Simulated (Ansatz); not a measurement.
# KSrCl3 (model cell, started as cubic perovskite with Sr in the octahedra): a soft mode frozen in, part 2 of 3

Which phase does KSrCl3 (model cell, started as cubic perovskite with Sr in the octahedra) fall into along its unstable mode, and how much energy does it gain?

Ansatz 0.2.0; DFT PBEsol, scalar-relativistic, plane waves, PAW; PAW set soft_1.

So far, highest frequency on the path or at a solved wavevector (cm⁻¹): step 2 (response at finite wavevector) 288. Also lowest frequency on the path (cm⁻¹): step 2 -67.2.

The structure was built from a prototype and need not be the compound's stable phase.

## 5. Energy along the mode, all amplitudes (two of the runs are shown above)

An imaginary frequency means negative curvature, so the energy should fall and then rise again as anharmonic terms take over.

Numbers from this step:

```
depth at the lowest point sampled  : 32.62 meV/atom
largest atomic shift at that point : 0.6 Å
```

The energy from the parent by largest atomic shift:

```csv
largest atomic shift (Å),energy from the parent (meV/atom)
0.000,0
0.040,-0.185
0.080,-0.739
0.140,-2.25
0.220,-5.44
0.320,-11.1
0.450,-20.6
0.600,-32.6
```

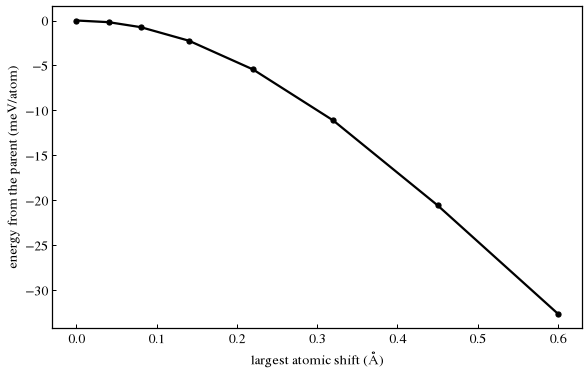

Energy from the parent against largest atomic shift.

Displacement at unit largest shift by atom:

```csv
atom,x (Å),y (Å),z (Å),size
K1,0.000,0.000,0.000,0.000
K2,0.000,0.000,0.000,0.000
Sr3,0.000,0.000,0.000,0.000
Sr4,0.000,0.000,0.000,0.000
Cl5,0.707,-0.707,0.000,1.000
Cl6,-0.707,0.707,0.000,1.000
Cl7,0.000,0.000,0.707,0.707
Cl8,0.000,0.000,-0.707,0.707
Cl9,0.000,0.000,-0.707,0.707
Cl10,0.000,0.000,0.707,0.707
```

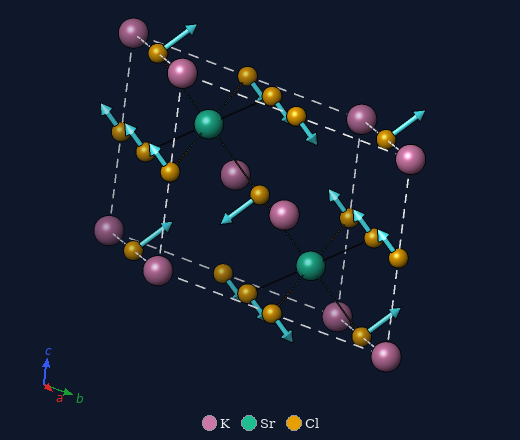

Displacement at unit largest shift as arrows, the longest 1.000 Å. Some periodic images of atoms are drawn too.

The lowest of the steps tried is the last one, at 0.6 Å, 32.6 meV/atom below the parent; the bottom of the well need not coincide with a step.

## 6. Relaxing from the distorted cell

Starting from the lowest point found, all atoms and the cell are let go, so that strain and other modes of the same symmetry can join in.

input.yaml

```yaml
crystal:
  lattice:
    - [5.5845481721, 5.5845481721, 0.0]
    - [5.5845481721, 0.0, 5.5845481721]
    - [5.5845481721, 0.0, -5.5845481721]
  atoms:
    - { symbol: K, position: [0.0, 0.0, 0.0] }
    - { symbol: K, position: [0.0, 0.5, 0.5] }
    - { symbol: Sr, position: [0.5, 0.25, 0.75] }
    - { symbol: Sr, position: [0.5, 0.75, 0.25] }
    - { symbol: Cl, position: [0.4240289356, 0.0759710644, 0.0759710644] }
    - { symbol: Cl, position: [0.5759710644, 0.4240289356, 0.4240289356] }
    - { symbol: Cl, position: [0.0, 0.5379855322, -0.0379855322] }
    - { symbol: Cl, position: [0.0, -0.0379855322, 0.5379855322] }
    - { symbol: Cl, position: [0.5, -0.0379855322, 0.5379855322] }
    - { symbol: Cl, position: [0.5, 0.5379855322, -0.0379855322] }
kpoints:
  mp_grid: { grid: [4, 4, 4] }
hamiltonian:
  xc: pbesol
  pseudopotentials: { kind: paw, azcp: { folder: soft_1 }, xc_functional: pbe }
scf:
  occupations: { method: fixed }
output:
  forces: true
  stress: true
  eigenvalues: true
relax:
  adjacent_minimum: "off"
  f_tol: 0.002
  max_steps: 120
  cell: { stress_tol: 0.03 }
```

Command:

```
$ ansatz run input.yaml --threads 4 --pin off --max-ram 16384MiB --backend cpu --events-out ev --progress --plain --runs-dir out
```

Numbers of over 12 decimals in the logs are rounded to 6 here.

What it wrote:

```text
[...]
Crystal: 10 atoms, lattice volume = 348.333 Å³
Basis set: ecut = 420 eV, 6855 PW (Γ), exchange–correlation on 108×108×108 points (8 copies of the dense FFT grid, shifted against one another)
Bands: 50, of which v1, the nominal top of the filled ones, is band 40 counted from 1 (39 counted from 0)
Symmetry: 8 space group operations
[...]
k-points: 18 of 64
[...]
SCF iter   1: F=—  HF=-16407.824043 eV  |F-HF|=—  |Δ(HF+E_count)|=         —  Δρ=4.10e-2  dr2=1.06e1  ethr=3.10e-3  ⟨swp⟩=10.3  Hψ=5349  notcnv=0  defer=138
[...]
SCF iter   9: F=-16403.493662 eV  HF=-16403.493662 eV  |F-HF|=8.41e-9  |Δ(HF+E_count)|=   6.83e-8  Δρ=1.88e-6  dr2=1.42e-8  ethr=1.25e-10  ⟨swp⟩=22.8  Hψ=7215  notcnv=0
SCF 1 converged in 9 iterations: F = -16403.493662 eV  dr2 = 1.42e-8
[...]
relax step   1: F+E_penalty+E_count = -16403.49366243 eV  Δ(F+E_penalty+E_count) = +0.000e0 eV  max|allowed force component| = 1.598e-1 eV/Å  Δτ_max = 0.0000 Å  P = -0.749 GPa  Ω = 348.333 Å³  (9 SCF iters, dr2 threshold 1.00e-7 eV, accepted)
Crystal: 10 atoms, lattice volume = 341.318 Å³
Basis set: ecut = 420 eV, 6671 PW (Γ), exchange–correlation on 108×108×108 points (8 copies of the dense FFT grid, shifted against one another)
[...]
iter 1 solved again at ethr=1.49e-5 eV; its pass at ethr=3.10e-3 eV (dr2=1.19e-2 eV) is discarded
[...]
SCF iter   5: F=-16403.594276 eV  HF=-16403.594275 eV  |F-HF|=7.96e-7  |Δ(HF+E_count)|=   4.98e-6  Δρ=1.31e-5  dr2=5.22e-7  ethr=1.25e-9  ⟨swp⟩=19.2  Hψ=6779  notcnv=0
SCF 2 converged in 5 iterations: F = -16403.594276 eV  dr2 = 5.22e-7
relax step   2: F+E_penalty+E_count = -16403.59427597 eV  Δ(F+E_penalty+E_count) = -1.006e-1 eV  max|allowed force component| = 1.675e-1 eV/Å  Δτ_max = 0.0781 Å  P = -0.534 GPa  Ω = 341.318 Å³  energy of the carried Pulay correction = +1.343e-4 eV  (5 SCF iters, dr2 threshold 1.00e-6 eV, accepted)
Crystal: 10 atoms, lattice volume = 327.207 Å³
Basis set: ecut = 420 eV, 6343 PW (Γ), exchange–correlation on 108×108×108 points (8 copies of the dense FFT grid, shifted against one another)
[...]
SCF iter   6: F=-16403.829646 eV  HF=-16403.829646 eV  |F-HF|=3.53e-7  |Δ(HF+E_count)|=   9.13e-6  Δρ=6.52e-6  dr2=2.10e-7  ethr=1.25e-9  ⟨swp⟩=19.9  Hψ=6587  notcnv=0
SCF 3 converged in 6 iterations: F = -16403.829646 eV  dr2 = 2.10e-7
relax step   3: F+E_penalty+E_count = -16403.82964613 eV  Δ(F+E_penalty+E_count) = -2.354e-1 eV  max|allowed force component| = 1.330e-1 eV/Å  Δτ_max = 0.1951 Å  P = -0.197 GPa  Ω = 327.207 Å³  energy of the carried Pulay correction = +4.129e-4 eV  (6 SCF iters, dr2 threshold 1.00e-6 eV, accepted)
[...]
relax step   4: F+E_penalty+E_count = -16403.90822931 eV  Δ(F+E_penalty+E_count) = -7.858e-2 eV  max|allowed force component| = 1.004e-1 eV/Å  Δτ_max = 0.1964 Å  P = +0.222 GPa  Ω = 316.168 Å³  energy of the carried Pulay correction = +6.391e-4 eV  (6 SCF iters, dr2 threshold 1.00e-6 eV, accepted)
[...]
relax step   5: F+E_penalty+E_count = -16403.92345476 eV  Δ(F+E_penalty+E_count) = -1.523e-2 eV  max|allowed force component| = 2.754e-2 eV/Å  Δτ_max = 0.0707 Å  P = +0.016 GPa  Ω = 320.349 Å³  energy of the carried Pulay correction = +5.525e-4 eV  (6 SCF iters, dr2 threshold 6.30e-7 eV, accepted)
[...]
relax step   6: F+E_penalty+E_count = -16403.92504215 eV  Δ(F+E_penalty+E_count) = -1.587e-3 eV  max|allowed force component| = 1.573e-2 eV/Å  Δτ_max = 0.0443 Å  P = -0.030 GPa  Ω = 320.168 Å³  energy of the carried Pulay correction = +5.562e-4 eV  (6 SCF iters, dr2 threshold 4.74e-8 eV, accepted)
[...]
relax step   7: F+E_penalty+E_count = -16403.92558576 eV  Δ(F+E_penalty+E_count) = -5.436e-4 eV  max|allowed force component| = 1.460e-3 eV/Å  Δτ_max = 0.0157 Å  P = -0.004 GPa  Ω = 319.979 Å³  energy of the carried Pulay correction = +5.601e-4 eV  (6 SCF iters, dr2 threshold 1.55e-8 eV, accepted)
[...]
SCF iter   5: F=-16403.925125 eV  HF=-16403.925125 eV  |F-HF|=3.64e-12  |Δ(HF+E_count)|=  5.46e-11  Δρ=3.76e-8  dr2=3.69e-12  ethr=1.00e-12  ⟨swp⟩=22.0  Hψ=7535  notcnv=0
SCF 8 converged in 5 iterations: F = -16403.925125 eV  dr2 = 3.69e-12
relax step   8: F+E_penalty+E_count = -16403.92512475 eV  Δ(F+E_penalty+E_count) = +4.610e-4 eV  max|allowed force component| = 1.433e-3 eV/Å  Δτ_max = 0.0000 Å  P = -0.005 GPa  Ω = 319.979 Å³  stress off target by 5.16e-3 GPa  SCF on the basis re-selected at this cell (its energy is not comparable with the rows above)  (5 SCF iters)
basis re-selected at this cell: Δ(F+E_penalty+E_count) = +4.610e-4 eV, ΔP = -0.001 GPa vs the last step (what re-selecting the basis moved, of the pressure what is left beyond the Pulay correction that the steps carried, after the strain that the cell walked since its last selection, with what the two solves' SCF thresholds leave and, on support functions, any second-order correction that the steps lacked; it is no m [...]
SCF converged after 5 iterations
Free energy (F): -16403.925125 eV
[...]
Internal energy: -16403.925125 eV  (E = F + TS)
E sigma→0 (E₀):  -16403.925125 eV
Fermi energy:    1.192999 eV
[...]
--- Forces (eV/Å), atoms counted from 1 ---
  atom   1  K     -0.00143279     0.00143279    -0.00000000
  atom   2  K      0.00143279    -0.00143279     0.00000000
  atom   3  Sr     0.00000000    -0.00000000    -0.00000000
  atom   4  Sr     0.00000000     0.00000000     0.00000000
  atom   5  Cl     0.00111700    -0.00111700    -0.00000000
  atom   6  Cl    -0.00111700     0.00111700     0.00000000
  atom   7  Cl     0.00000000    -0.00000000    -0.00070188
  atom   8  Cl     0.00000000     0.00000000     0.00070188
  atom   9  Cl     0.00000000    -0.00000000     0.00070188
  atom  10  Cl     0.00000000     0.00000000    -0.00070188
  max |Σ_I F_I| component: 6.51e-19 eV/Å
--- Stress (GPa, compression-positive) ---
       -0.004863       0.000073      -0.000000
        0.000073      -0.004863       0.000000
       -0.000000       0.000000      -0.005156
  P = ⅓ Tr σ = -0.0050 GPa (-0.050 kbar)
--- Band table (eV; the first three rows and the last of 18) ---
  k-point 0: bands = [... 36 lower, 0.9417, 0.9492, 1.0980, 1.1930, 6.2362, 7.2398, 7.6237, 7.9295, ... 6 higher]
  k-point 1: bands = [... 36 lower, 0.9212, 1.0043, 1.0448, 1.1365, 6.7308, 7.4427, 7.7723, 7.9853, ... 6 higher]
  k-point 2: bands = [... 36 lower, 0.9390, 0.9785, 1.0810, 1.0936, 7.6109, 7.7354, 7.9263, 7.9289, ... 6 higher]
  k-point 17: bands = [... 36 lower, 0.9250, 0.9250, 1.0150, 1.0150, 7.7317, 7.7317, 8.0432, 8.0432, ... 6 higher]
--- Relaxed structure (7 steps of the walk, 7 accepted, 1 SCFs on fresh bases) ---
  F+E_penalty+E_count = -16403.92512475 eV   max|allowed force component| = 1.433e-3 eV/Å   (the final SCF, on the basis selected at the relaxed cell)
  cell:  # Å, volume = 319.9794 Å³
    - [5.507878, 5.507878, 0.0]
    - [5.453984, 0.053894, 5.379064]
    - [5.453984, 0.053894, -5.379064]
  atoms:
    - { symbol: K, position: [0.034382, -0.034382, -0.034382] }
    - { symbol: K, position: [-0.034382, 0.534382, 0.534382] }
    - { symbol: Sr, position: [0.500000, 0.250000, 0.75] }
    - { symbol: Sr, position: [0.500000, 0.75, 0.250000] }
    - { symbol: Cl, position: [0.369721, 0.130279, 0.130279] }
    - { symbol: Cl, position: [0.630279, 0.369721, 0.369721] }
    - { symbol: Cl, position: [0.0, 0.573767, -0.073767] }
    - { symbol: Cl, position: [0.0, -0.073767, 0.573767] }
    - { symbol: Cl, position: [0.5, -0.073767, 0.573767] }
    - { symbol: Cl, position: [0.5, 0.573767, -0.073767] }
```

Run time: 49 s. Hardware: 4 threads of Arm Neoverse V1, shared host; peak memory 0.85 GiB; 3.2 min of CPU time.

The steps of the relaxation:

```csv
step,energy less that of the first step (eV),largest force component (eV/Å),pressure (GPa),volume (Å³)
1,0.0000,0.1598,-0.75,348.33
2,-0.1006,0.1675,-0.53,341.32
3,-0.3360,0.1330,-0.20,327.21
4,-0.4146,0.1004,0.22,316.17
5,-0.4298,0.0275,0.02,320.35
6,-0.4314,0.0157,-0.03,320.17
7,-0.4319,0.0015,0.00,319.98
8*,-0.4315,0.0014,0.00,319.98
```

Relaxation steps marked * repeat the geometry before them on a plane-wave basis chosen anew for their cell, so energy and pressure can jump there.

The run keeps the 8 symmetry operations that it works with, so distortions that break them were not tested.

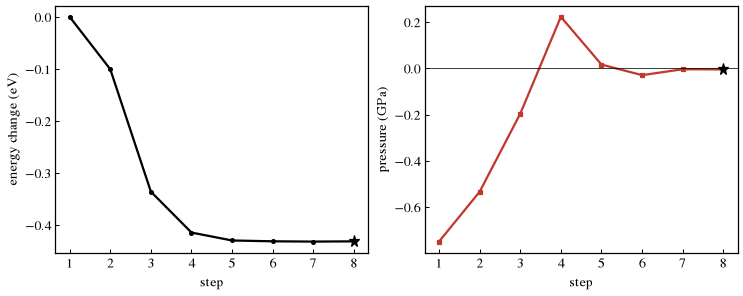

Energy and pressure along the relaxation. Stars mark steps on a basis chosen anew.

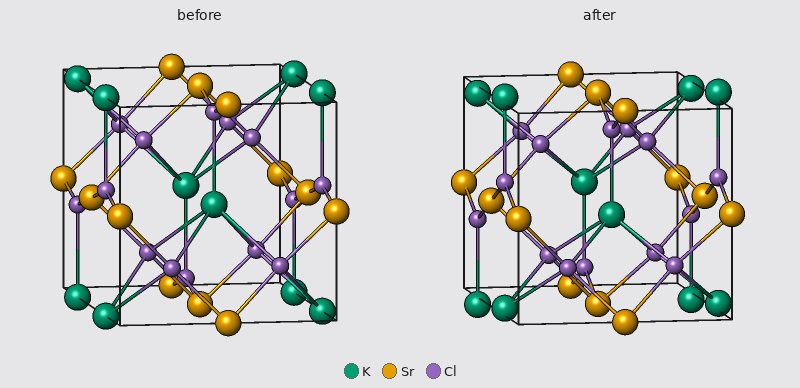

Before and after, at one scale.

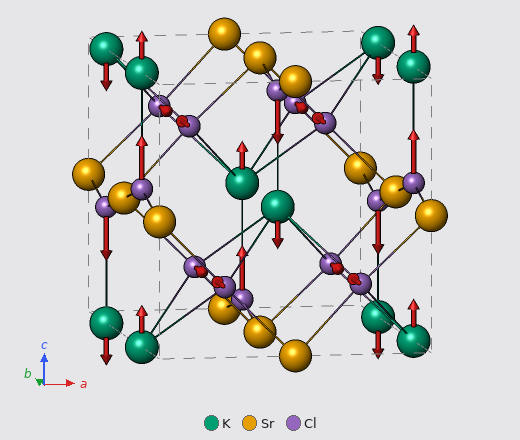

Displacements in the relaxation, exaggerated, measured against the changing cell; the longest in the cell stands for 0.41 Å. Some periodic images of atoms are drawn too.

```csv
"conventional cell, symmetrised",before,after,change
a (Å),7.898,7.789,-1.4 %
b (Å),11.169,10.758,-3.7 %
c (Å),7.898,7.637,-3.3 %
volume (Å³/atom),34.83,32.00,-8.1 %
```

The atoms that moved most (Å, as changes of fractional coordinates times the final cell):

```csv
atom,dx,dy,dz,length
Cl6,-0.293,0.293,0.000,0.415
Cl5,0.293,-0.293,0.000,0.415
Cl8,0.000,0.000,-0.385,0.385
Cl9,0.000,0.000,-0.385,0.385
Cl10,0.000,0.000,0.385,0.385
Cl7,0.000,0.000,0.385,0.385
K2,0.186,-0.186,0.000,0.263
K1,-0.186,0.186,0.000,0.263
```

Numbers from this step:

```
pressure          : -0.004961 GPa
gap on the k-mesh : 5.043 eV
volume per atom   : 32.00 Å³
```

The distorted start has space group Imma; the relaxation ends in Imma.

## 7. The new phase in its own primitive cell

The relaxed structure is symmetrised, reduced to its primitive cell and relaxed tightly, as its phonons need.

input.yaml, the sections that differ from step 6:

```yaml
crystal:
  lattice:
    - [-3.894657674, 5.379063748, 3.8184403291]
    - [3.894657674, -5.379063748, 3.8184403291]
    - [3.894657674, 5.379063748, -3.8184403291]
  atoms:
    - { symbol: K, position: [0.7156177185, 0.9656177185, 0.75] }
    - { symbol: K, position: [0.2843822815, 0.0343822815, 0.25] }
    - { symbol: Sr, position: [0.5, 0.5, 0.0] }
    - { symbol: Sr, position: [0.0, 0.5, 0.5] }
    - { symbol: Cl, position: [0.8802790825, 0.6302790825, 0.25] }
    - { symbol: Cl, position: [0.1197209175, 0.3697209175, 0.75] }
    - { symbol: Cl, position: [0.6762328212, 0.0, 0.1762328212] }
    - { symbol: Cl, position: [0.3237671788, 0.0, 0.8237671788] }
    - { symbol: Cl, position: [0.3237671788, 0.5, 0.3237671788] }
    - { symbol: Cl, position: [0.6762328212, 0.5, 0.6762328212] }
relax:
  adjacent_minimum: "off"
  f_tol: 0.001
  max_steps: 60
  cell: { stress_tol: 0.01 }
# kpoints, hamiltonian, scf, output: as in step 6
```

What it wrote:

```text
[...]
Crystal: 10 atoms, lattice volume = 319.979 Å³
Basis set: ecut = 420 eV, 6261 PW (Γ), exchange–correlation on 108×108×108 points (8 copies of the dense FFT grid, shifted against one another)
Bands: 50, of which v1, the nominal top of the filled ones, is band 40 counted from 1 (39 counted from 0)
Symmetry: 8 space group operations
[...]
k-points: 18 of 64
[...]
- { symbol: Sr, position: [0.5, 0.5, 0] }
    - { symbol: Sr, position: [0, 0.5, 0.5] }
    - { symbol: Cl, position: [0.880471, 0.630471, 0.25] }
    - { symbol: Cl, position: [0.119529, 0.369529, 0.750000] }
    - { symbol: Cl, position: [0.676283, 0.0, 0.176283] }
    - { symbol: Cl, position: [0.323717, -5.551115123125783e-17, 0.823717] }
    - { symbol: Cl, position: [0.323717, 0.5, 0.323717] }
    - { symbol: Cl, position: [0.676283, 0.5, 0.676283] }
[key lines of the parts left out:]
SCF converged after 6 iterations
Free energy (F): -16403.925132 eV
Fermi energy:    1.195166 eV
P = ⅓ Tr σ = -0.0006 GPa (-0.006 kbar)
```

The job ended after 23 s (4 threads; peak memory 0.81 GiB).

Little changed from the start: no atom moved by 0.005 Å and no cell edge by 0.1 %.

Numbers from this step:

| Quantity | Value |
| --- | --- |
| pressure | -5.77e-4 GPa |
| volume per atom | 31.99 Å³ |
| direct gap on mesh | 5.043 eV |

The largest force component left is 0.29 meV/Å and the pressure is -0.001 GPa, within the tolerances set. The cell now holds 31.99 Å³/atom.

(Part 2 of 3 ends here.)

[Logs are printed without paths, hosts, clocks, repeated set-up lines and the standing remarks that a program may print on its own settings, such as how far it seeks lower states.]

[Hosts, paths, dates, database ids (printed as entryN), source tags and the programs' standing remarks are cut or masked in the printed files.]
